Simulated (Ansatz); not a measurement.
C2H7Ga

Input

```
crystal:
  periodic: [false, false, false]
  atoms:
    - {symbol: C, position_ang: [-0.734186, -0.254488, 1.416820]}
    - {symbol: C, position_ang: [-1.097386, -0.704265, 0.001512]}
    - {symbol: Ga, position_ang: [-1.334152, 0.718580, -1.343127]}
    - {symbol: H, position_ang: [0.213112, 0.308843, 1.435811]}
    - {symbol: H, position_ang: [-2.030872, -1.299894, 0.001547]}
    - {symbol: H, position_ang: [-0.335422, -1.399046, -0.402044]}
    - {symbol: H, position_ang: [-1.153662, 2.230429, -0.953141]}
    - {symbol: H, position_ang: [-1.707455, 0.343201, -2.821924]}
    - {symbol: H, position_ang: [-1.504098, 0.408137, 1.844878]}
    - {symbol: H, position_ang: [-0.618770, -1.106986, 2.108259]}
basis:
  gaussian:
    orbitals: def2-TZVPD
hamiltonian:
  xc: pbe0
output: {forces: true, orbitals: {seedname: orbitals}}
```

Run with:

```sh
ansatz run input.yaml --threads 2 --pin off --max-ram 4350MiB --events-out events.jsonl --progress --plain --runs-dir runs
```

Geometry: r2SCAN-D4/def2-SVP.

Level of theory: Ansatz 0.2.0, isolated molecule in a Gaussian basis; Kohn-Sham density functional theory, functional PBE0.

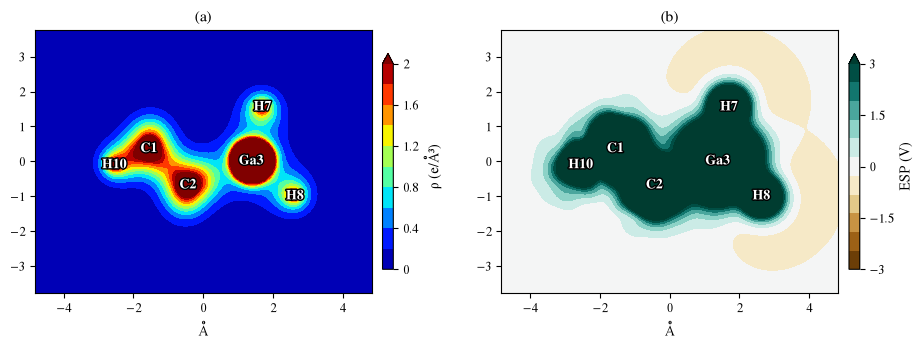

Figure 1. (a) electron density; (b) electrostatic potential on the plane of atoms C2, Ga3 and H8.

**Interpret the plot.**

The plane passes through C, Ga and H nuclei. C–C (1.53 Å): ρ is about 1.6 e/Å³ halfway. C–Ga (1.97 Å): ρ at the midpoint is about 0.79 e/Å³. C–H (1.10 Å): the density is about 1.9 e/Å³ at the midpoint. Ga–H (1.57 Å): the density is about 0.98 e/Å³ at the midpoint. Outside the dense part of the molecule the potential is most negative (−0.5 V) near H8.

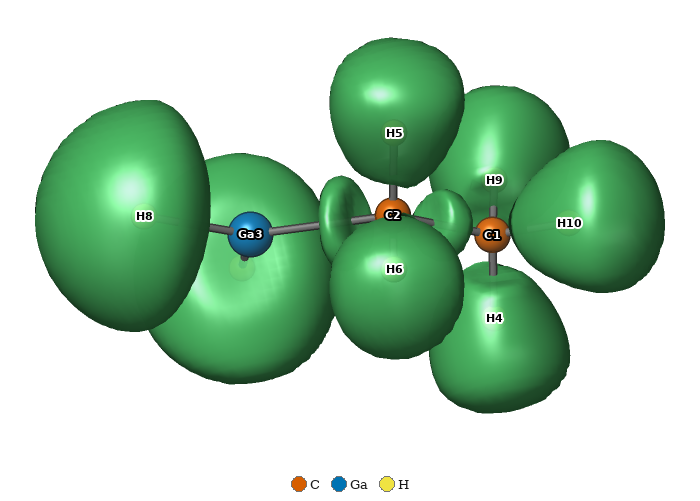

Figure 2. Isosurface of the electron localisation function at 0.8 (green), seen from one side. Only the valence region is drawn (cores and ρ < 0.01 e/Å³ removed).

**Identify the bonds, lone pairs and shells in this picture.**

At this value the surface marks out one region between bonded C–C atoms (shared pairs), seven regions around hydrogen nuclei and one lobe of the valence shell of C pointing towards Ga (polar bonds). Along the contacts the grid gives the following. C–C (1.53 Å): the ELF peaks at about 0.95 between the atoms, as expected for a covalent bond. C–Ga (1.97 Å): the ELF peaks at about 0.90 in the valence shell of C, 0.7 Å from its nucleus, and is about 0.55 at the midpoint.

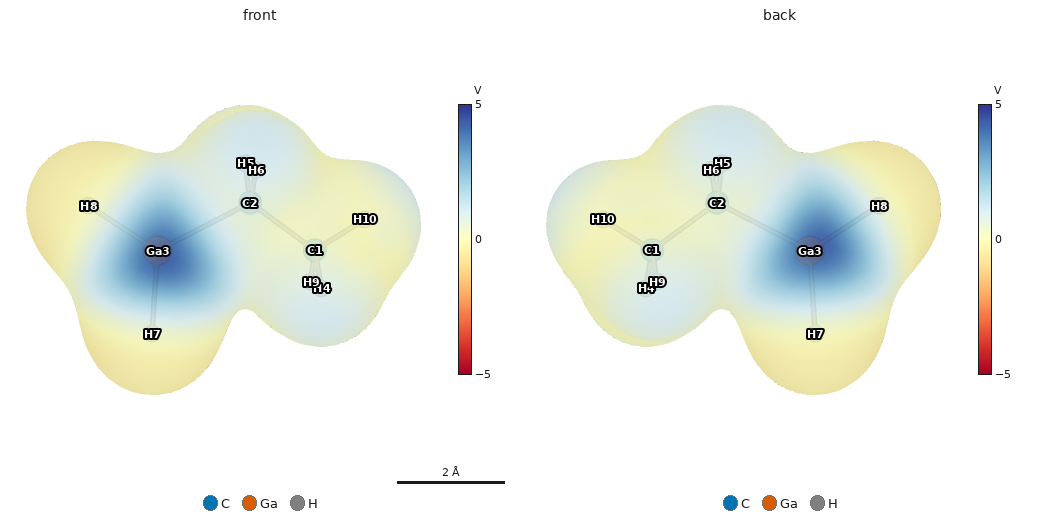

Figure 3. The molecular electrostatic potential painted on the density surface at 0.004 e/bohr³, seen from the front and from behind; the colour scale runs from red (negative) to blue (positive).

**Which sites attract a positive test charge, and which a negative one?**

A positive charge is drawn to the negative regions and a negative charge to the positive ones. The most negative region (about −0.4 V, or −9 kcal/mol for a unit charge) lies over H7 and H8, the most positive (about +4.2 V, or +97 kcal/mol for a unit charge) over Ga3.

**What dipole moment does the calculation give?**

Its dipole moment is 0.74 D.
